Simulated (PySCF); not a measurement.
# SiH2Cl− (SMILES [SiH2-]Cl): NEVPT2(14,10)/STO-3G

What is the vertical ionisation energy of SiH2Cl− at NEVPT2(14,10)/STO-3G? Input form: a Python script.

The calculation is run with PySCF 2.14.0.

11 further runs of the same task are left out: 3 that didn't finish, 8 set aside as unsound or not needed.

## 1. The structure to begin with

SiH2Cl− has 4 atoms, charge -1, and is taken as a singlet. SMILES: `[SiH2-]Cl`. Geometry: relaxed at GFN2-xTB.

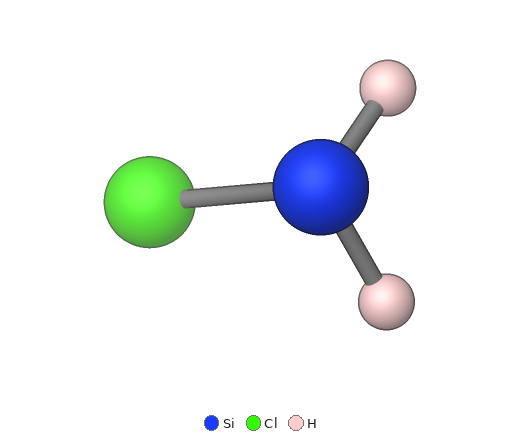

The structure, seen from a chosen angle (silicon blue, chlorine green, hydrogen pink).

## 2. A single-point energy at NEVPT2(14,10)/STO-3G

Contents of job.py:

```python
import numpy
from pyscf import gto, scf, mp, mcscf, mrpt

mol = gto.M(
    atom=[
    ('Si', (-0.487890, 0.431230, 0.253920)),
    ('Cl', (1.672110, -0.122480, 0.774530)),
    ('H', (-0.971070, -0.977580, 0.165380)),
    ('H', (-0.213160, 0.668840, -1.193830)),
],
    basis='sto-3g',
    charge=-1,
    max_memory=1860,
    verbose=4,
)

mf = scf.RHF(mol)
mf.conv_tol = 1e-10
mf.kernel()
if not mf.converged:
    mf = mf.newton().run(mf.mo_coeff, mf.mo_occ)

pt = mp.MP2(scf.addons.convert_to_uhf(mf)).run()
noons, natorbs = mcscf.addons.make_natural_orbitals(pt)
print('natural occupations', numpy.round(noons[:40], 4))
cas = mcscf.CASSCF(mf, 10, 14)
cas.fix_spin_(ss=0.0)
cas.natorb = True
cas.kernel(natorbs)
e_pt2 = mrpt.NEVPT(cas).kernel()
e_final = cas.e_tot + e_pt2
print('Final energy', e_final)
```

Run with:

```console
$ OMP_NUM_THREADS=1 python job.py
```

Output:

```text
PySCF version 2.14.0

[INPUT] num. atoms = 4
[INPUT] num. electrons = 34
[INPUT] charge = -1
[INPUT] spin (= nelec alpha-beta = 2S) = 0
[INPUT] symmetry False subgroup None
[INPUT] Mole.unit = angstrom
[INPUT] Symbol           X                Y                Z      unit          X                Y                Z       unit  Magmom
[INPUT]  1 Si    -0.487890000000   0.431230000000   0.253920000000 AA   -0.921978478914   0.814906596696   0.479839257550 Bohr   0.0
[INPUT]  2 Cl     1.672110000000  -0.122480000000   0.774530000000 AA    3.159829950146  -0.231453655737   1.463649575259 Bohr   0.0
[INPUT]  3 H     -0.971070000000  -0.977580000000   0.165380000000 AA   -1.835056347781  -1.847358464852   0.312522906481 Bohr   0.0
[INPUT]  4 H     -0.213160000000   0.668840000000  -1.193830000000 AA   -0.402814020712   1.263924421154  -2.256011739290 Bohr   0.0

nuclear repulsion = 71.4973053981813
number of shells = 12
number of NR pGTOs = 60
number of NR cGTOs = 20
basis = sto-3g
ecp = {}

******** <class 'pyscf.scf.hf.RHF'> ********
method = RHF
initial guess = minao
damping factor = 0
level_shift factor = 0
DIIS = <class 'pyscf.scf.diis.CDIIS'>
diis_start_cycle = 1
diis_space = 8
diis_damp = 0
SCF conv_tol = 1e-10
SCF conv_tol_grad = None
SCF max_cycles = 50
direct_scf = True
direct_scf_tol = 1e-13
Set gradient conv threshold to 1e-05
Initial guess from minao.
init E= -740.452120261282
  HOMO = -0.135162142570079  LUMO = 0.175503119593452  gap/eV = 8.45363
cycle= 1 E= -741.227883478207  delta_E= -0.776  |g|= 0.117  |ddm|= 2.18
[... 16 lines left out ...]
converged SCF energy = -741.238936619013
[... 32 lines left out ...]
sorting_mo_energy = False
[... 48 lines left out ...]
1-step CASSCF converged in  17 macro (108 JK  32 micro) steps
[... 3 lines left out ...]
Natural orbital (expansion on meta-Lowdin AOs) in CAS space
[... 28 lines left out ...]
CASSCF energy = -741.290007577000
[... 2 lines left out ...]
******** <class 'pyscf.mrpt.nevpt2.NEVPT'> ********
NEVPT2 (7e+7e, 10o), ncore = 10, nvir = 0
root = 0
Natural occ [1.99984799 1.99981491 1.99977644 1.99179857 1.983043   1.973197
 1.96938205 0.03086878 0.02983207 0.02243919]
Natural orbital (expansion on meta-Lowdin AOs) in CAS space
               #1        #2        #3        #4        #5
0 Si 1s          0.00756  -0.00000   0.00140   0.00017   0.00009
0 Si 2s         -0.42778   0.00015  -0.09770  -0.00764   0.00887
0 Si 3s         -0.01591   0.00004  -0.01006  -0.51641   0.61325
[... 16 lines of this table left out ...]
3 H 1s          -0.00277  -0.00393   0.00036  -0.12727   0.40775
               #6        #7        #8        #9        #10
0 Si 1s         -0.00000   0.00036  -0.00002   0.00067  -0.00092
0 Si 2s         -0.00003   0.00951   0.00017  -0.00558   0.00714
0 Si 3s         -0.00174   0.40387  -0.00770   0.25149  -0.35429
[... 16 lines of this table left out ...]
3 H 1s          -0.57225  -0.33696   0.42748  -0.36764   0.24179
<CAS-nat-orb|mo-hf>  11     7       -0.44650967
<CAS-nat-orb|mo-hf>  11     10       0.87974891
<CAS-nat-orb|mo-hf>  12     9       -0.98891925
<CAS-nat-orb|mo-hf>  13     8       -0.98803435
<CAS-nat-orb|mo-hf>  14     12      -0.63566244
<CAS-nat-orb|mo-hf>  14     14       0.66284393
<CAS-nat-orb|mo-hf>  15     12       0.73176753
<CAS-nat-orb|mo-hf>  15     14       0.56901571
<CAS-nat-orb|mo-hf>  16     13       0.90168282
<CAS-nat-orb|mo-hf>  16     16       0.43170529
<CAS-nat-orb|mo-hf>  17     17       0.96041746
<CAS-nat-orb|mo-hf>  18     19      -0.99931879
<CAS-nat-orb|mo-hf>  19     18      -0.58492549
<CAS-nat-orb|mo-hf>  19     20       0.81022195
<CAS-nat-orb|mo-hf>  20     18      -0.81061120
<CAS-nat-orb|mo-hf>  20     20      -0.58540306
Sr    (-1)',   E = -0.00000000000000
Si    (+1)',   E = -0.00040684765432
Sijrs (0)  ,   E = 0.00000000000000
Sijr  (+1) ,   E = -0.00000000000000
Srsi  (-1) ,   E = -0.00000000000000
Srs   (-2) ,   E = 0.00000000000000
Sij   (+2) ,   E = -0.00015144865060
Sir   (0)' ,   E = -0.00000000000000
Nevpt2 Energy = -0.000558296304925
Final energy -741.2905658733047
```

Run time: 13 s. Hardware: 1 thread of Arm Neoverse V2, shared host; peak memory 0.16 GiB.

## 3. Doublet neutral SiH2Cl, same level

Contents of start.xyz:

```xyz
4

Si    -0.487890     0.431230     0.253920
Cl     1.672110    -0.122480     0.774530
H     -0.971070    -0.977580     0.165380
H     -0.213160     0.668840    -1.193830
```

Contents of input.py:

```python
import numpy
from pyscf import gto, scf, mp, mcscf, mrpt

mol = gto.M(
    atom='start.xyz',
    basis='sto-3g',
    verbose=3,
    spin=1,
    max_memory=1860,
)

mf = mol.ROHF()
mf.conv_tol = 1e-10
mf.kernel()
if not mf.converged:
    mf = mf.newton().run(mf.mo_coeff, mf.mo_occ)

pt = mp.MP2(scf.addons.convert_to_uhf(mf)).run()
noons, natorbs = mcscf.addons.make_natural_orbitals(pt)
print('natural occupations', numpy.round(noons[:40], 4))
cas = mcscf.CASSCF(mf, 10, 13)
cas.fix_spin_(ss=0.75)
cas.natorb = True
cas.kernel(natorbs)
e_pt2 = mrpt.NEVPT(cas).kernel()
energy = cas.e_tot + e_pt2
print('E = %.10f Eh' % energy)
```

Run with:

```console
$ OMP_NUM_THREADS=1 python input.py
```

Output:

```text
converged SCF energy = -741.318114515042
E(UMP2) = -741.357911884188  E_corr = -0.0397973691453755
E(SCS-UMP2) = -741.363572591101  E_corr = -0.0454580760586342
natural occupations [2.     2.     2.     2.     2.     2.     2.     1.9998 1.9998 1.9998
 1.9996 1.9995 1.9985 1.991  1.9855 1.9848 1.0025 0.0147 0.013  0.0115]
CASSCF energy = -741.375683691098
CASCI E = -741.375683691098  E(CI) = -40.4268827325379  S^2 = 0.7500000
Sr    (-1)',   E = -0.00000000000000
Si    (+1)',   E = -0.00138562977510
Sijrs (0)  ,   E = 0.00000000000000
Sijr  (+1) ,   E = -0.00000000000000
Srsi  (-1) ,   E = -0.00000000000000
Srs   (-2) ,   E = 0.00000000000000
Sij   (+2) ,   E = -0.00106510829654
Sir   (0)' ,   E = -0.00000000000000
Nevpt2 Energy = -0.002450738071639
E = -741.3781344292 Eh
```

Run time: 31 s. Hardware: 1 thread of Arm Neoverse V2, shared host; peak memory 0.17 GiB.

## 4. Results

At NEVPT2(14,10)/STO-3G:

| quantity | value |
| --- | --- |
| singlet SiH2Cl−: total energy | -741.29057 Eh |
| singlet SiH2Cl−: HOMO energy (Hartree–Fock orbitals) | 1.55 eV |
| singlet SiH2Cl−: LUMO energy (Hartree–Fock orbitals) | 16.72 eV |
| singlet SiH2Cl−: HOMO–LUMO gap (to an unbound level, set by the basis) | 15.17 eV |
| doublet neutral SiH2Cl: total energy | -741.37813 Eh |
| doublet neutral SiH2Cl: dipole moment (Hartree–Fock density) | 4.76 D |
| vertical detachment energy (to the doublet neutral) | -2.383 eV |

What this shows: The species is unbound against losing an electron at this level, by 2.38 eV (−230 kJ/mol); missing correlation or diffuse functions can give that sign where the real anion is bound. In a minimal basis such a difference can be off by several eV, whatever the method. Mulliken charges (singlet SiH2Cl−) of the mean-field density run from -0.66 on Cl2 to +0.26 on Si1; they depend strongly on the basis. The HOMO (singlet SiH2Cl−) lies at positive energy, 1.55 eV: the electron is unbound at this level or held by a compact basis; values depend on the basis.
